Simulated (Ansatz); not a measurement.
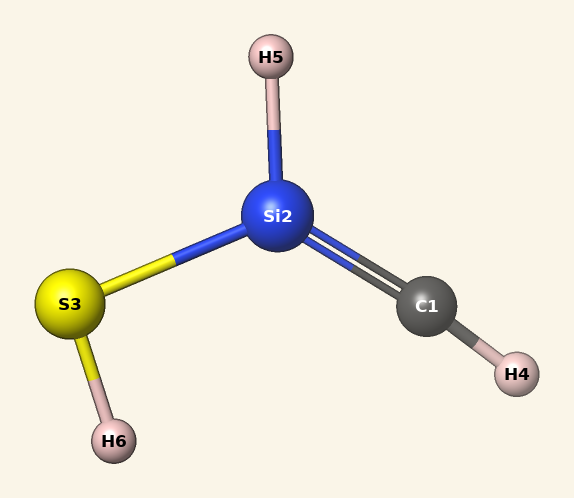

Distant atoms are faded towards the background colour. State: neutral, doublet. The computed structure is the end point of a PBE0-D4/def2-TZVP optimisation. No frequency run is at hand to confirm it as a minimum.

Which atoms or bonds are stereogenic?

Answer. Double bonds: C1=Si2.

Give the R/S and E/Z labels.

Answer. C1=Si2: Z.

Give a SMILES with the stereochemistry.

Answer. [H]/[C]=[SiH]\S
